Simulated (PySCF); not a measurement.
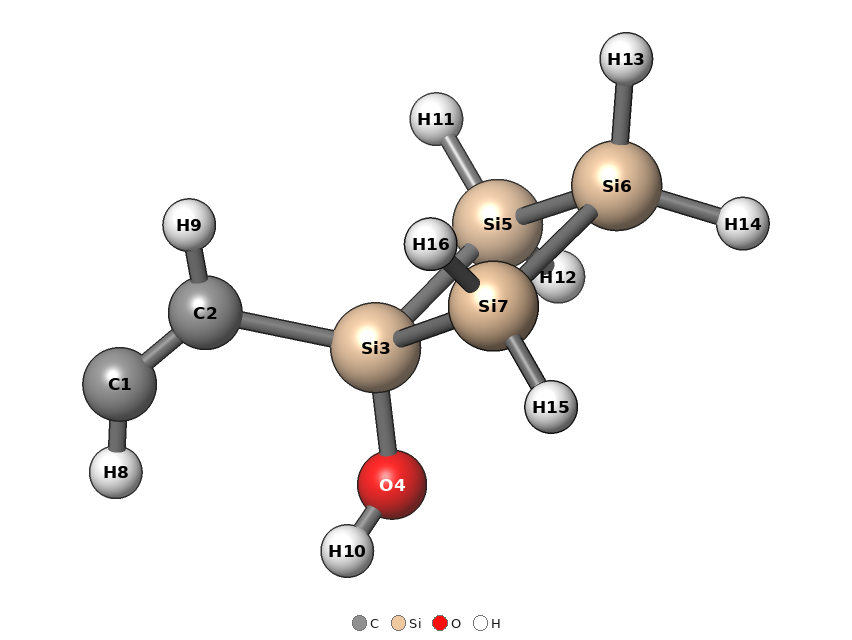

State: neutral, doublet. The geometry was computed by an optimisation with GFN2-xTB. No frequency run is at hand to confirm it as a minimum. Properties computed with UKS B3LYP, pcH-1 on C H O Si, non-relativistic (PySCF 2.14.0).

Give the isotropic hyperfine couplings (Fermi-contact term alone) of C1, C2, Si3, O4, Si5, Si6, Si7, H8, H9, H10, H11, H12, H13, H14, H15, H16.

```csv
atom,isotope,a_iso (MHz)
C1,13C,317.1
C2,13C,−31.8
Si3,29Si,−110.9
O4,17O,−3.3
Si5,29Si,−2.0
Si6,29Si,−12.5
Si7,29Si,−6.1
H8,1H,63.7
H9,1H,145.0
H10,1H,0.8
H11,1H,−0.1
H12,1H,1.7
H13,1H,7.2
H14,1H,1.4
H15,1H,2.4
H16,1H,−1.2
```

The geometry is semi-empirical. Around Si such bond lengths and angles can be off by a tenth of an ångström or more and by several degrees, and values that hang on the shape move with them.
